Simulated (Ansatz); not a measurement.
# Stretching the linear Pt chain, part 2 of 3

Does stretching change the magnetism or the channel count of the linear Pt chain?

Ansatz 0.2.0; DFT PBE, plane waves, PAW; relaxation of a chain's period (the session's first sound run).

So far. Step 2 (Relaxing the period): The cell's length comes to 2.352 Å with no moment.

## 3. At a set period, period over the relaxed period 0.88, k-mesh 1×1×39

This step: DFT PBE, plane waves, PAW; channels and complex bands of a perfect chain (Ansatz 0.2.0).

The period is set to 0.88 times the relaxed one: shorter bonds widen the bands.

The cell differs from the one that the last finished run ended in (c 2.352 → 2.069 Å).

File input.yaml:

```yaml
crystal:
  lattice:
    - [7.5, 0.0, 0.0]
    - [0.0, 7.5, 0.0]
    - [0.0, 0.0, 2.0693342424]
  atoms:
    - { symbol: Pt, position: [0.5, 0.5, 0.0], spin: 0.6 }
magnetization:
  spin_polarized: true
kpoints:
  mp_grid: { grid: [1, 1, 39] }
scf:
  occupations: { method: fermi_dirac, width: 0.05 }
hamiltonian:
  xc: pbe
output:
  transmission:
    e_range: [-2, 2]
    de: 0.035
    kmesh: [1, 1]
    reduced_basis: true
    leads: [[0, 0]]
  stress: true
```

Started as:

```
> ansatz run input.yaml --threads 4 --pin off --max-ram 8192MiB --backend cpu --events-out ev --progress --plain --runs-dir out
```

Numbers of over 12 decimals in the logs are rounded to 6 here.

Output:

```text
[...]
Crystal: 1 atoms, lattice volume = 116.400 Å³
Basis set: ecut = 420 eV, 2279 PW (Γ)
Bands: 14, of which v1, the nominal top of the filled ones, is band 9 counted from 1 (8 counted from 0)
Symmetry: 16 space group operations
[...]
k-points: 20 of 39
[...]
Starting moments: Σ|m| = 0.6 μB on 1 of 1 site
[...]
SCF iter   1: F=—  HF=-12519.339205 eV  |F-HF|=—  |Δ(HF+E_count)|=         —  Δρ=2.12e-2 (↑2.12e-2 ↓1.43e-2)  dr2=6.69e-1  dr2_m=8.90e-2  M=0.092 μB ∫|m|=0.092 μB  β_m=0.30  ethr=3.10e-3  ⟨swp⟩=5.3  Hψ=2959  notcnv=0
[...]
SCF iter   9: F=-12519.273099 eV  HF=-12519.273099 eV  |F-HF|=3.64e-12  |Δ(HF+E_count)|=  9.09e-12  Δρ=1.19e-8 (↑7.52e-9 ↓1.19e-8)  dr2=1.29e-13  dr2_m=4.85e-14  M=0.000 μB ∫|m|=0.000 μB  ethr=1.00e-12  ⟨swp⟩=3.6  Hψ=1597  notcnv=0
SCF 1 converged in 9 iterations: F = -12519.273099 eV  dr2 = 1.29e-13
[...]
transmission: 6 of 36 steps passed
transmission: 9 of 36 steps passed
[...]
transmission: 36 of 36 steps passed
SCF converged after 9 iterations
Magnetization: 0.0000 μB (9.0000 up, 9.0000 down)
Absolute magnetization: 0.0000 μB (∫|ρ↑−ρ↓|, with the PAW one-centre terms)
[...]
Per-site moments (μB) at R_I (Å): [(6.105103354220687e-8, 0.853600)]
Free energy (F): -12519.273099 eV
[...]
Internal energy: -12519.265680 eV  (E = F + TS)
E sigma→0 (E₀):  -12519.269389 eV
Entropy (-TS):   -0.007420 eV (-7.420 meV/atom)
Fermi energy:    -1.810883 eV
[...]
--- Stress (GPa, compression-positive) ---
       -0.091351       0.000000       0.000000
        0.000000      -0.091351       0.000000
        0.000000       0.000000      29.428349
  P = ⅓ Tr σ = 9.7485 GPa (97.485 kbar)
--- Band table (eV; the first three rows and the last of 40) ---
  k-point 0 ↑: bands = [... 5 lower, -4.9965, -4.8310, -4.8276, 0.1706, 0.1706, 0.9149, 0.9149, 3.1387, ... 1 higher]
  k-point 1 ↑: bands = [... 5 lower, -4.9763, -4.8191, -4.8157, -0.0996, -0.0996, 1.1290, 1.1290, 3.1614, ... 1 higher]
  k-point 2 ↑: bands = [... 5 lower, -4.9159, -4.7836, -4.7802, -0.6153, -0.6153, 1.4836, 1.4836, 3.2295, ... 1 higher]
  k-point 19 ↓: bands = [... 5 lower, -8.8476, -2.6457, -2.6452, -1.0942, 4.7052, 9.7333, 9.7333, 10.4541, ... 1 higher]
--- Transmission ---
  basis      : 497 plane waves across, 3 finite elements along
  points     : 1, standing for a mesh of 1 x 1
  filling    : by the input's occupations and mesh, since the crystals that have channels conduct as metals do. If one of these is a semiconductor, that mesh has misplaced its level
  energies   : 115 from -2.000000 to 1.990000 eV about the Fermi level, 0.035000 eV apart; the leads are filled to 0.000000 eV, and channels, transmission and decay are at -0.005000 eV
  crystal 0  : Pt1, at the sites [0, 0], period 2.0693 Å: whole cells are its period
    offset         : up to 0.0000 Å between an atom of the period and one for which it stands
    filled         : 57.8 meV under the level at which it is neutral
    channels       : 4.000000e0 up, 4.000000e0 down
    conductance    : 5.5098e14 S/m² at 300 K; may be off by some 0.0 % by where its bands' edges are placed, 0.0 % from the distance to neutral
```

Wall time 18 s (4 threads of Arm Neoverse V2, shared host); peak memory 0.44 GiB.

This step gave:

```yaml
energy_at_zero_smearing: -12519.2694 eV
channels_at_the_energy_nearest_the_fermi_level_spin_up: 4
channels_at_the_energy_nearest_the_fermi_level_spin_down: 4
conductance_of_the_lead_as_this_run_defines_it: 4.000 G₀
band_gap: 0 eV
```

Table of open channels of the lead by energy, zero at the Fermi level:

```csv
energy (eV),spin up,spin down
-2.000,6,6
-1.510,6,6
-0.985,6,6
-0.495,4,4
-0.005,4,4
0.485,4,4
1.010,3,3
1.500,3,3
```

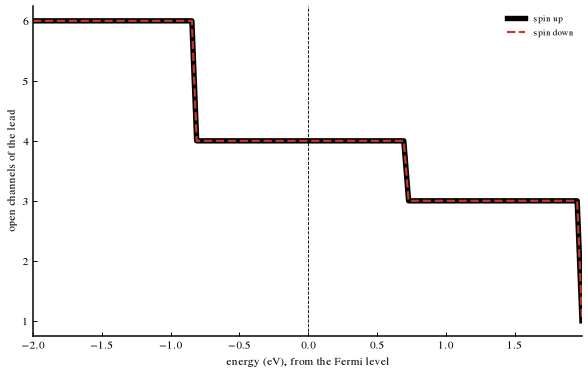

Open channels of the lead, plotted against energy.

At the computed energy nearest the Fermi level there are 4 spin-up and 4 spin-down channels, and the thermal average gives 4.00 G₀.

## 4. At a set period, period over the relaxed period 0.92, k-mesh 1×1×37

The period is set to 0.92 times the relaxed one: shorter bonds widen the bands.

The cell differs from the one that the last finished run ended in (c 2.069 → 2.163 Å).

input.yaml: that of step 3 with these lines changed.

```diff
@@ -4,3 +4,3 @@
     - [0.0, 7.5, 0.0]
-    - [0.0, 0.0, 2.0693342424]
+    - [0.0, 0.0, 2.1633948898]
   atoms:
@@ -10,3 +10,3 @@
 kpoints:
-  mp_grid: { grid: [1, 1, 39] }
+  mp_grid: { grid: [1, 1, 37] }
 scf:
```

Output:

```text
[...]
Crystal: 1 atoms, lattice volume = 121.691 Å³
Basis set: ecut = 420 eV, 2383 PW (Γ)
Bands: 14, of which v1, the nominal top of the filled ones, is band 9 counted from 1 (8 counted from 0)
Symmetry: 16 space group operations
[...]
k-points: 19 of 37
[...]
Starting moments: Σ|m| = 0.6 μB on 1 of 1 site
[...]
--- Transmission ---
  basis      : 497 plane waves across, 3 finite elements along
  points     : 1, standing for a mesh of 1 x 1
[...]
crystal 0  : Pt1, at the sites [0, 0], period 2.1634 Å: whole cells are its period
[...]
filled         : 32.9 meV under the level at which it is neutral
    channels       : 4.000000e0 up, 4.000000e0 down
[...]
[key lines of the parts left out:]
SCF converged after 10 iterations
Magnetization: -0.0000 μB (9.0000 up, 9.0000 down)
Free energy (F): -12519.990881 eV
Fermi energy:    -2.190706 eV
P = ⅓ Tr σ = 4.9972 GPa (49.972 kbar)
```

Wall time 16 s (4 threads); peak memory 0.43 GiB.

At the computed energy nearest the Fermi level there are 4 spin-up and 4 spin-down channels, and the thermal average gives 4.00 G₀.

## 5. At a set period, period over the relaxed period 0.96, k-mesh 1×1×36

The period is set to 0.96 times the relaxed one: shorter bonds widen the bands.

The cell differs from the one that the last finished run ended in (c 2.163 → 2.257 Å).

input.yaml: that of step 4 with these lines changed.

```diff
@@ -4,3 +4,3 @@
     - [0.0, 7.5, 0.0]
-    - [0.0, 0.0, 2.1633948898]
+    - [0.0, 0.0, 2.2574555372]
   atoms:
@@ -10,3 +10,3 @@
 kpoints:
-  mp_grid: { grid: [1, 1, 37] }
+  mp_grid: { grid: [1, 1, 36] }
 scf:
```

Output:

```text
[...]
Crystal: 1 atoms, lattice volume = 126.982 Å³
Basis set: ecut = 420 eV, 2479 PW (Γ)
Bands: 14, of which v1, the nominal top of the filled ones, is band 9 counted from 1 (8 counted from 0)
Symmetry: 16 space group operations
[...]
k-points: 19 of 36
[...]
Starting moments: Σ|m| = 0.6 μB on 1 of 1 site
[...]
--- Transmission ---
  basis      : 497 plane waves across, 3 finite elements along
  points     : 1, standing for a mesh of 1 x 1
[...]
crystal 0  : Pt1, at the sites [0, 0], period 2.2575 Å: whole cells are its period
[...]
filled         : 7.4 meV under the level at which it is neutral
    channels       : 4.000000e0 up, 4.000000e0 down
[...]
[key lines of the parts left out:]
SCF converged after 9 iterations
Magnetization: 0.0000 μB (9.0000 up, 9.0000 down)
Free energy (F): -12520.333188 eV
Fermi energy:    -2.503873 eV
P = ⅓ Tr σ = 1.8919 GPa (18.919 kbar)
```

Wall time 15 s (4 threads); peak memory 0.42 GiB; 47 s of CPU time.

At the computed energy nearest the Fermi level there are 4 spin-up and 4 spin-down channels, and the thermal average gives 4.00 G₀.

## 6. The chain at a fixed length, period over the relaxed period 1, k-mesh 1×1×35

The period is set to 1.0 times the relaxed one, as the point of reference.

input.yaml: that of step 5 with these lines changed.

```diff
@@ -4,3 +4,3 @@
     - [0.0, 7.5, 0.0]
-    - [0.0, 0.0, 2.2574555372]
+    - [0.0, 0.0, 2.3515161846]
   atoms:
@@ -10,3 +10,3 @@
 kpoints:
-  mp_grid: { grid: [1, 1, 36] }
+  mp_grid: { grid: [1, 1, 35] }
 scf:
```

Output:

```text
[...]
Crystal: 1 atoms, lattice volume = 132.273 Å³
Basis set: ecut = 420 eV, 2583 PW (Γ)
Bands: 14, of which v1, the nominal top of the filled ones, is band 9 counted from 1 (8 counted from 0)
Symmetry: 16 space group operations
[...]
k-points: 18 of 35
[...]
Starting moments: Σ|m| = 0.6 μB on 1 of 1 site
[...]
--- Transmission ---
  basis      : 497 plane waves across, 3 finite elements along
  points     : 1, standing for a mesh of 1 x 1
[...]
crystal 0  : Pt1, at the sites [0, 0], period 2.3515 Å: whole cells are its period
[...]
filled         : 25.0 meV under the level at which it is neutral
    channels       : 4.000000e0 up, 4.000000e0 down
[...]
[key lines of the parts left out:]
SCF converged after 10 iterations
Magnetization: -0.0000 μB (9.0000 up, 9.0000 down)
Free energy (F): -12520.422382 eV
Fermi energy:    -2.840674 eV
P = ⅓ Tr σ = -0.0982 GPa (-0.982 kbar)
```

It took 15 s on 4 threads; peak memory 0.42 GiB; 46 s of CPU time.

Table of open channels of the lead by energy, zero at the Fermi level:

```csv
energy (eV),spin up,spin down
-2.0000,3,3
-1.7550,4,4
-1.5100,6,6
-1.2650,6,6
-0.9850,6,6
-0.7400,6,6
-0.4950,6,6
-0.2500,4,4
-0.0050,4,4
0.2400,4,4
0.4850,3,3
0.7650,3,3
1.0100,1,1
1.2550,1,1
1.5000,1,1
1.7450,1,1
```

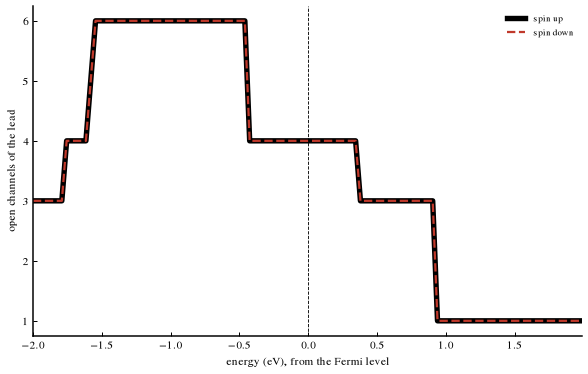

Open channels of the lead against energy.

At the computed energy nearest the Fermi level there are 4 spin-up and 4 spin-down channels, and the thermal average gives 4.00 G₀.

## 7. The chain at a fixed length, period over the relaxed period 1.04, k-mesh 1×1×33

The period is set to 1.04 times the relaxed one: longer bonds narrow the bands.

The cell differs from the one that the last finished run ended in (c 2.352 → 2.446 Å).

input.yaml: that of step 6 with these lines changed.

```diff
@@ -4,3 +4,3 @@
     - [0.0, 7.5, 0.0]
-    - [0.0, 0.0, 2.3515161846]
+    - [0.0, 0.0, 2.4455768319]
   atoms:
@@ -10,3 +10,3 @@
 kpoints:
-  mp_grid: { grid: [1, 1, 35] }
+  mp_grid: { grid: [1, 1, 33] }
 scf:
```

Output:

```text
[...]
Crystal: 1 atoms, lattice volume = 137.564 Å³
Basis set: ecut = 420 eV, 2665 PW (Γ)
Bands: 14, of which v1, the nominal top of the filled ones, is band 9 counted from 1 (8 counted from 0)
Symmetry: 16 space group operations
[...]
k-points: 17 of 33
[...]
Starting moments: Σ|m| = 0.6 μB on 1 of 1 site
[...]
--- Transmission ---
  basis      : 497 plane waves across, 4 finite elements along
  points     : 1, standing for a mesh of 1 x 1
[...]
crystal 0  : Pt1, at the sites [0, 0], period 2.4456 Å: whole cells are its period
[...]
filled         : 18.6 meV over the level at which it is neutral
    channels       : 4.000000e0 up, 4.000000e0 down
[...]
[key lines of the parts left out:]
SCF converged after 10 iterations
Magnetization: -0.0000 μB (9.0000 up, 9.0000 down)
Free energy (F): -12520.354890 eV
Fermi energy:    -3.008213 eV
P = ⅓ Tr σ = -1.2900 GPa (-12.900 kbar)
```

Wall time 21 s (4 threads); peak memory 0.48 GiB; 70 s of CPU time.

At the computed energy nearest the Fermi level there are 4 spin-up and 4 spin-down channels, and the thermal average gives 4.00 G₀. The change of length costs 0.070 eV a cell and leaves no moment.

## 8. The chain at a fixed length, period over the relaxed period 1.08, k-mesh 1×1×32

The period is set to 1.08 times the relaxed one: longer bonds narrow the bands.

The cell differs from the one that the last finished run ended in (c 2.446 → 2.540 Å).

input.yaml: that of step 7 with these lines changed.

```diff
@@ -4,3 +4,3 @@
     - [0.0, 7.5, 0.0]
-    - [0.0, 0.0, 2.4455768319]
+    - [0.0, 0.0, 2.5396374793]
   atoms:
@@ -10,3 +10,3 @@
 kpoints:
-  mp_grid: { grid: [1, 1, 33] }
+  mp_grid: { grid: [1, 1, 32] }
 scf:
```

Output:

```text
[...]
Crystal: 1 atoms, lattice volume = 142.855 Å³
Basis set: ecut = 420 eV, 2809 PW (Γ)
Bands: 14, of which v1, the nominal top of the filled ones, is band 9 counted from 1 (8 counted from 0)
Symmetry: 16 space group operations
[...]
k-points: 17 of 32
[...]
Starting moments: Σ|m| = 0.6 μB on 1 of 1 site
[...]
--- Transmission ---
  basis      : 497 plane waves across, 4 finite elements along
  points     : 1, standing for a mesh of 1 x 1
[...]
crystal 0  : Pt1, at the sites [0, 0], period 2.5396 Å: whole cells are its period
[...]
filled         : 0.9 meV over the level at which it is neutral
    channels       : 4.000000e0 up, 4.000000e0 down
[...]
[key lines of the parts left out:]
SCF converged after 11 iterations
Magnetization: 0.0000 μB (9.0000 up, 9.0000 down)
Free energy (F): -12520.193601 eV
Fermi energy:    -3.219881 eV
P = ⅓ Tr σ = -1.9921 GPa (-19.921 kbar)
```

The job ended after 20 s (4 threads; peak memory 0.46 GiB; 66 s of CPU time).

At the computed energy nearest the Fermi level there are 4 spin-up and 4 spin-down channels, and the thermal average gives 4.00 G₀. The change of length costs 0.235 eV a cell and leaves no moment.

## 9. At a set period, period over the relaxed period 1.13, k-mesh 1×1×31

The period is set to 1.13 times the relaxed one: longer bonds narrow the bands.

The cell differs from the one that the last finished run ended in (c 2.540 → 2.657 Å).

input.yaml: that of step 8 with these lines changed.

```diff
@@ -4,3 +4,3 @@
     - [0.0, 7.5, 0.0]
-    - [0.0, 0.0, 2.5396374793]
+    - [0.0, 0.0, 2.6572132886]
   atoms:
@@ -10,3 +10,3 @@
 kpoints:
-  mp_grid: { grid: [1, 1, 32] }
+  mp_grid: { grid: [1, 1, 31] }
 scf:
```

Output:

```text
[...]
Crystal: 1 atoms, lattice volume = 149.468 Å³
Basis set: ecut = 420 eV, 3009 PW (Γ)
Bands: 14, of which v1, the nominal top of the filled ones, is band 9 counted from 1 (8 counted from 0)
Symmetry: 16 space group operations
[...]
k-points: 16 of 31
[...]
Starting moments: Σ|m| = 0.6 μB on 1 of 1 site
[...]
--- Transmission ---
  basis      : 497 plane waves across, 4 finite elements along
  points     : 1, standing for a mesh of 1 x 1
[...]
crystal 0  : Pt1, at the sites [0, 0], period 2.6572 Å: whole cells are its period
[...]
filled         : 0.8 meV under the level at which it is neutral
    channels       : 4.000000e0 up, 4.000000e0 down
[...]
[key lines of the parts left out:]
SCF converged after 19 iterations
Magnetization: 0.0000 μB (9.0000 up, 9.0000 down)
Free energy (F): -12519.927083 eV
Fermi energy:    -3.388354 eV
P = ⅓ Tr σ = -2.3901 GPa (-23.901 kbar)
```

Run time: 27 s. Hardware: 4 threads; peak memory 0.48 GiB; 95 s of CPU time.

Table of open channels of the lead by energy, zero at the Fermi level:

```csv
energy (eV),spin up,spin down
-2.0000,3,3
-1.7550,3,3
-1.5100,3,3
-1.2650,3,3
-0.9850,3,3
-0.7400,6,6
-0.4950,6,6
-0.2500,6,6
-0.0050,4,4
0.2400,3,3
0.4850,1,1
0.7650,1,1
1.0100,1,1
1.2550,1,1
1.5000,1,1
1.7450,1,1
```

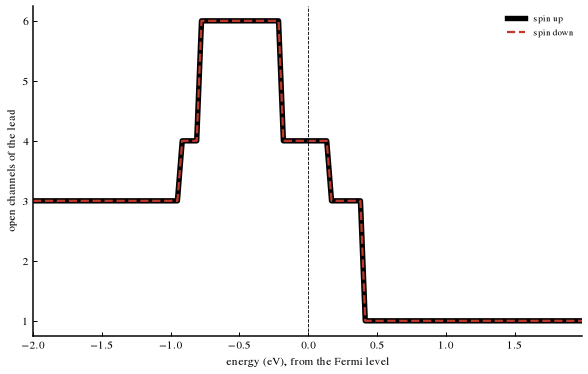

Open channels of the lead against energy.

At the computed energy nearest the Fermi level there are 4 spin-up and 4 spin-down channels, and the thermal average gives 4.00 G₀. The change of length costs 0.504 eV a cell and leaves no moment.

(Part 2 of 3 ends here.)

[Logs are printed without paths, hosts, clocks, repeated set-up lines and the standing remarks that a program may print on its own settings, such as how far it seeks lower states.]

[Hosts, paths, dates, database ids (printed as entryN), source tags and the programs' standing remarks are cut or masked in the printed files.]
